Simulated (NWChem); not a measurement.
# Run report: BHS, energy and gradient calculation (part 3 of 3)

The same run, continued: BHS (hydrogen boron sulfide), SMILES B=S; B3LYP/6-31G*, RKS (NWChem 7.3.0). The geometry comes from this level: PBE0-D4/def2-TZVP.

Geometry of the input (Å):
```
B  -0.0387  -0.0146  0.1348
S  0.3992  0.1476  -1.3933
H  -0.3605  -0.1331  1.2585
```

### Output, continued
```
            General Information
            -------------------
          SCF calculation type: DFT
          Wavefunction type:  closed shell.
          No. of atoms     :     3
          No. of electrons :    22
           Alpha electrons :    11
            Beta electrons :    11
          Charge           :     0
          Spin multiplicity:     1
          Use of symmetry is: off; symmetry adaption is: off
          Maximum number of iterations: 100
          AO basis - number of functions:    36
                     number of shells:    16
          Convergence on energy requested:  1.00D-08
          Convergence on density requested:  1.00D-05
          Convergence on gradient requested:  5.00D-04

              XC Information
              --------------
                         B3LYP Method XC Potential
                     Hartree-Fock (Exact) Exchange  0.200
                        Slater Exchange Functional  0.800 local
                    Becke 1988 Exchange Functional  0.720 non-local
              Lee-Yang-Parr Correlation Functional  0.810
                  VWN I RPA Correlation Functional  0.190 local

             Grid Information
             ----------------
          Grid used for XC integration:  xfine
          Radial quadrature: Mura-Knowles
          Angular quadrature: Lebedev.
          Tag              B.-S. Rad. Rad. Pts. Rad. Cut. Ang. Pts.
          ---              ---------- --------- --------- ---------
          B                   0.85      100           8.0      1454
          S                   1.00      125           9.0      1454
          H                   0.35      100          10.0      1202
          Grid pruning is: on
          Number of quadrature shells:   325
          Spatial weights used:  Erf1

          Convergence Information
          -----------------------
          Convergence aids based upon iterative change in
          total energy or number of iterations.
          Levelshifting, if invoked, occurs when the
          HOMO/LUMO gap drops below (HL_TOL):  1.00D-02
          DIIS, if invoked, will attempt to extrapolate
          using up to (NFOCK): 10 stored Fock matrices.

                    Damping( 0%)  Levelshifting(0.5)       DIIS
                  --------------- ------------------- ---------------
          dE  on:    start            ASAP                start
          dE off:    2 iters        100 iters           100 iters

      Screening Tolerance Information
      -------------------------------
          Density screening/tol_rho:  1.00D-11
          AO Gaussian exp screening on grid/accAOfunc:  18
          CD Gaussian exp screening on grid/accCDfunc:  20
          XC Gaussian exp screening on grid/accXCfunc:  20
          Schwarz screening/accCoul:  1.00D-09

                            NWChem DFT Gradient Module
                            --------------------------

  charge          =   0.00
  wavefunction    = closed shell

                         DFT ENERGY GRADIENTS

    atom               coordinates                        gradient
                 x          y          z           x          y          z
   1 B      -0.073057  -0.027514   0.254641    0.002822   0.001009  -0.009874
   2 S       0.754322   0.278999  -2.632936   -0.002837  -0.001036   0.009912
   3 H      -0.681265  -0.251485   2.378277    0.000015   0.000026  -0.000038

                 ----------------------------------------
                 |  Time  |  1-e(secs)   |  2-e(secs)   |
                 ----------------------------------------
                 |  CPU   |       0.00   |       0.45   |
                 ----------------------------------------
                 |  WALL  |       0.00   |       0.45   |
                 ----------------------------------------

 Task  times  cpu:        3.2s     wall:        3.2s
 Total times  cpu:        3.2s     wall:        3.2s
```

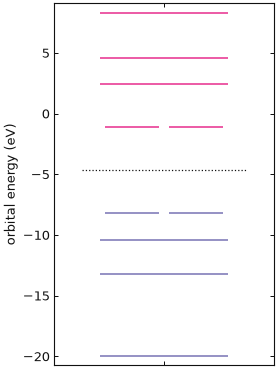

Fig. 1: Orbital energies near the frontier; the dotted line parts filled from empty levels, and levels within 0.02 eV of each other stand side by side. Highest filled −8.16 eV, lowest empty −1.09 eV, 7.07 eV apart.

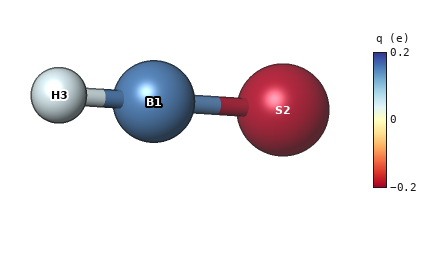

Fig. 2: Mulliken charges, as the colour of each atom (ball-and-stick view, seen at a tilt; atoms are numbered from 1 in the order of the input; Mulliken charges depend strongly on the basis). By element: B +0.15, S −0.19 and H +0.04 e.

### Key numbers

```json
{"quantity": "outcome", "value": "converged"}
{"quantity": "total energy", "value": "−423.653818 hartree"}
{"quantity": "basis functions", "value": "36"}
{"quantity": "largest force", "value": "0.533 eV/Å"}
{"quantity": "HOMO", "value": "−8.16 eV"}
{"quantity": "LUMO", "value": "−1.09 eV"}
{"quantity": "dipole moment", "value": "1.54 D"}
{"quantity": "hardware", "value": "1 thread of Intel Xeon (Granite Rapids), 12 GiB of memory available, shared host"}
{"quantity": "wall time", "value": "3.9 s"}
{"quantity": "peak memory", "value": "0.12 GiB"}
```

Further notes kept with the run: grid integrates the density poorly.
